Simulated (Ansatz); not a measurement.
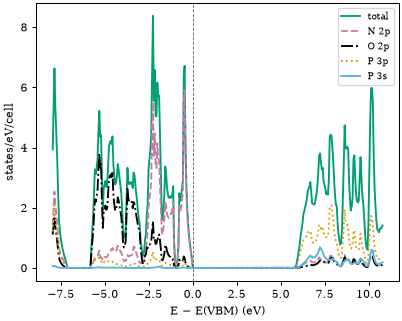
*Total and projected density of states of PNO in space group I2_12_12_1 (No. 24; P on 4c, N on 4a, O on 4b), r²SCAN in the plane-wave PAW code Ansatz*

Problem. Which orbitals carry the states next to the gap?

Solution. Top 1 eV of the valence band: N 2p 87 %, O 2p 6 %. Bottom 1 eV of the conduction band: P 3p 47 %, P 3s 11 %, O 2s 8 %, N 2p 8 %, N 2s 6 %, outside the projected shells 16 %. Projections are on Löwdin-orthogonalised atomic valence shells; empty p or d shells of many metals are not among them.

Problem. Where is the tallest occupied peak in this window, and what makes it?

Solution. Near -2.3 eV, about 8.4 states/eV per cell; the largest projected share is N 2p.

The workflow started from a Materials Project entry (that database holds measured and hypothetical structures alike); the Crystallography Open Database copy checked does not list it. Its standing as an ambient phase is unchecked. Symmetry was held in the r²SCAN relaxation; its stability against distortions is not shown here.

Potentials: the earlier of the program's two PAW sets.
